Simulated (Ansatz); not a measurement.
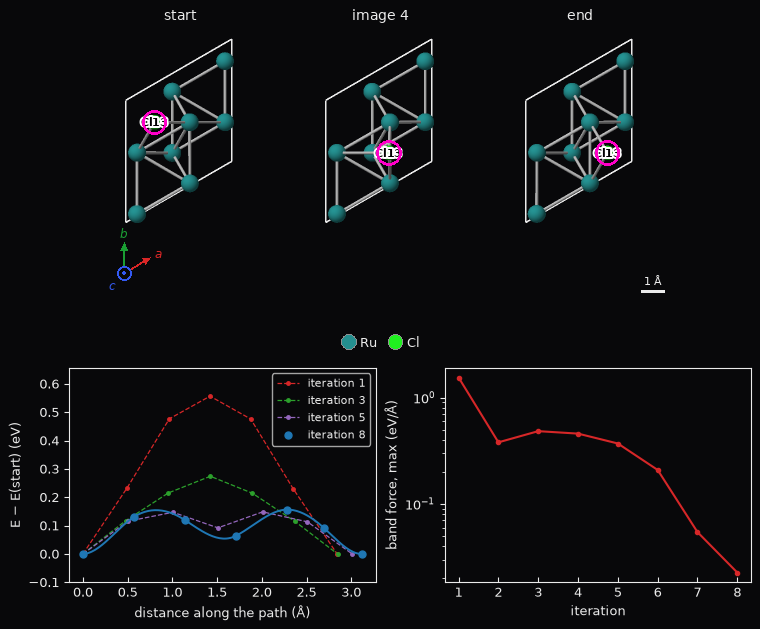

NEB run on Cl on Ru(0001) (13 atoms in the cell). Images are numbered from 0 (start) to 6 (end). The plot follows the band through its iterations. The picture is a ball-and-stick view of the simulation cell, with the vacuum cut short (origin moved), seen along the c axis. The moving atom is ringed, with any periodic copies. Bonds to atoms that aren't drawn are left out.

Theory: DFT PBE, scalar-relativistic, plane waves, PAW in Ansatz 0.2.0. Set-up: plane-wave cutoff 420 eV; k-point mesh 4 × 4 × 1; Gaussian smearing 0.1 eV; 4 atoms held fixed; 5 movable images; climbing image; force threshold 0.03 eV/Å; iteration limit 70; starting path by image-dependent pair potential.

### Did the band converge, and can the barrier be trusted?

The run is converged, with reservations. The band converged in 8 iterations. The largest component of the band force went from 1.5 to 0.023 eV/Å. The climbing image converged on the top of the path. A check of its curvatures found one unstable direction (−0.79 eV/Å²), as a transition state must have. The first iteration put the highest image at 0.556 eV. The barrier is about 0.156 eV in both directions, with image 4 at the top; the ends have the same energy. The profile has 2 maxima (images 1, 4) with a dip at image 3 (+0.064 eV), so the process runs in steps.

Limits of the set-up: the cell has an odd number of electrons but was run without spin polarisation; the periodic images lie only 5.4 Å apart, so the values are limited by the cell's size.

PAW datasets: the set soft_1.
